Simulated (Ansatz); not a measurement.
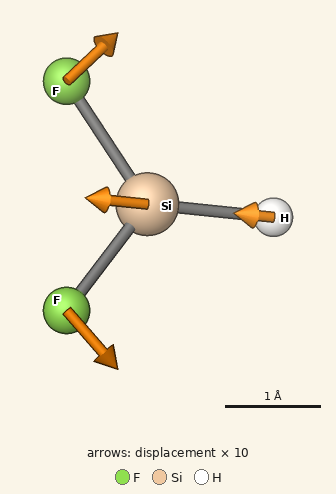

This is a relaxation of SiHF$_{2}$ (charge +1). The starting structure is drawn; orange arrows show the displacements, magnified 10 times. The two geometries are superimposed by the best rigid fit.

A ball-and-stick model, seen at a tilt.

Computed with RKS PBE0-D4/def2-TZVP in Ansatz 0.2.0.

Input
```yaml
crystal:
  periodic: [false, false, false]
  atoms:
    - {symbol: F, position_ang: [1.208180, 0.353250, -0.799670]}
    - {symbol: Si, position_ang: [-0.010380, -0.088060, 0.049500]}
    - {symbol: F, position_ang: [-1.039890, 1.068950, 0.003100]}
    - {symbol: H, position_ang: [-0.157900, -1.334150, 0.747070]}
basis:
  gaussian: {orbitals: def2-TZVP}
total_charge: 1
hamiltonian: {xc: pbe0, dispersion: d4}
relax: {f_tol: 0.005, max_steps: 200}
```

Launched with:
```bash
ansatz run in.yaml --threads 2 --pin off --events-out ev --progress --plain --max-ram 4352MiB
```

> Describe the change and its energy.

Over 4 geometry steps the energy falls by 11.6 kJ/mol. Largest force component: 2.4 eV/Å at the start, 0.0022 eV/Å at the end. The largest moves after the best rigid fit, 0.084 Å, are those of F1 and F3. Largest moves by element: F 0.084 Å, Si 0.072 Å, H 0.047 Å. Some distances before and after: Si2–H4 1.436 → 1.461 Å, F1–Si2 1.549 → 1.525 Å. Among the angles between lasting bonds that change: F1–Si2–F3 107.1° → 117.7°, F1–Si2–H4 126.5° → 121.2°.
